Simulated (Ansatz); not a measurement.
Results of LDA (PAW; Ansatz, a quantum-chemistry and plane-wave program) for Cu3AsS4 (Pmn2₁, No. 31).

Run with plane-wave cutoff 520 eV, 6×6×6 k mesh, Fermi–Dirac smearing 0.01 eV, no spin polarisation, scalar-relativistic PAW data made under PBE.

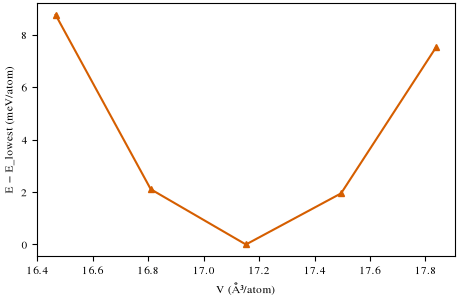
Figure. Total energy against volume

Problem. From the curve, estimate the equilibrium volume and the bulk modulus.

Solution. V0 ≈ 17.2 Å³/atom and B0 ≈ 95 GPa; the fit gives V0 = 17.153 Å³/atom, B0 = 94.8 GPa, B′ = 4.6.

Shape and atoms are relaxed at each volume.

Note: the gap of the solid is closed in this run; the volume lies 6 % below that of the published cell; this level leaves the solid without a gap, although one is measured; the bulk modulus comes from volumes at which shape and atoms were relaxed.

The computed numbers hold no vibrational or temperature effects.

It cost around 110 core-minutes (rough) of CPU time.
